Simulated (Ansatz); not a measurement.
```yaml
crystal:
  lattice:
    - [5.67790, 0.00000, 0.00000]
    - [-2.83895, 4.91721, 0.00000]
    - [0.00000, 0.00000, 15.18263]
  atoms:
    - { symbol: W, position: [0.00000, 0.00000, 0.06586] }
    - { symbol: C, position: [0.33329, 0.16670, 0.15572] }
    - { symbol: W, position: [0.99794, 0.99912, 0.25631] }
    - { symbol: C, position: [0.33336, 0.16667, 0.34168] }
    - { symbol: W, position: [0.00000, 0.50000, 0.06586] }
    - { symbol: C, position: [0.33295, 0.66644, 0.15407] }
    - { symbol: W, position: [0.99982, 0.50012, 0.25714] }
    - { symbol: C, position: [0.33728, 0.66887, 0.33275] }
    - { symbol: W, position: [0.50000, 0.00000, 0.06586] }
    - { symbol: C, position: [0.83343, 0.16697, 0.15406] }
    - { symbol: W, position: [0.50081, 0.99915, 0.25627] }
    - { symbol: C, position: [0.83124, 0.16275, 0.33278] }
    - { symbol: W, position: [0.50000, 0.50000, 0.06586] }
    - { symbol: C, position: [0.83341, 0.66648, 0.15409] }
    - { symbol: W, position: [0.50074, 0.50198, 0.25632] }
    - { symbol: C, position: [0.83124, 0.66880, 0.33279] }
    - { symbol: F, position: [0.33416, 0.16653, 0.42926] }
```

Computed without spin polarisation; PAW files of the earlier set (soft_1).

These are results of DFT PBE, scalar-relativistic, plane waves, PAW (Ansatz 0.2.0), not measurements.

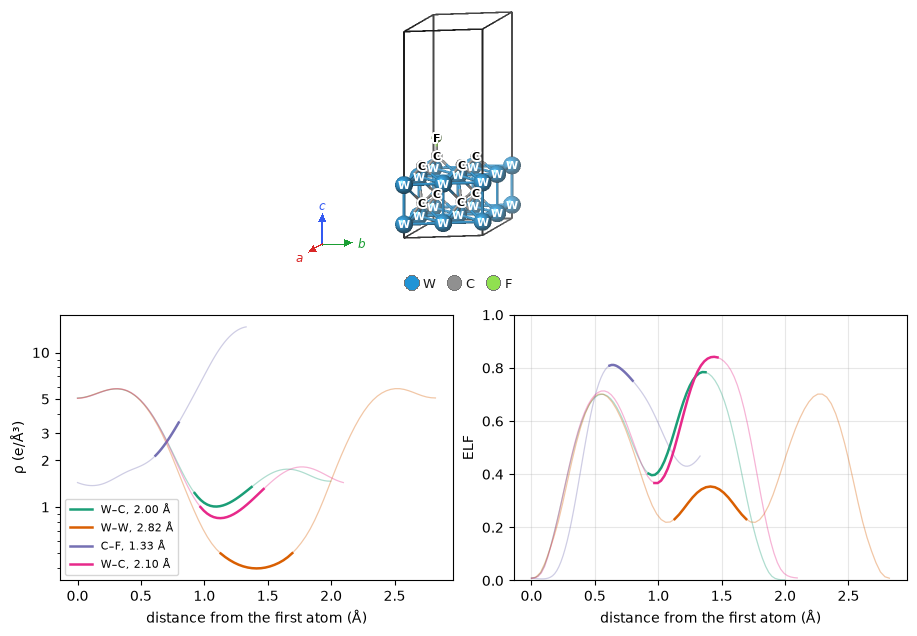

W₈C₈F (slab). Valence pseudo-density and electron localisation function along straight lines between neighbouring atoms. Thin, pale parts lie inside the atomic spheres. The structure is drawn too.

In a PAW calculation such maps are meaningful between the atoms, not at the nuclei.

### Compare the contacts.

W–C (2.00 Å): the density is about 1.1 e/Å³ at the midpoint; the ELF peaks at about 0.80 in the valence shell of C, 0.6 Å from its nucleus, and is about 0.40 at the midpoint.
W–W (2.82 Å): ρ is about 0.4 e/Å³ halfway; the ELF is about 0.35 at the midpoint.
C–F (1.33 Å): the density is about 2.4 e/Å³ at the midpoint; the ELF peaks at about 0.80 between the atoms.
W–C (2.10 Å): the density is about 0.88 e/Å³ at the midpoint; the ELF peaks at about 0.85 in the valence shell of C, 0.7 Å from its nucleus, and is about 0.40 at the midpoint.
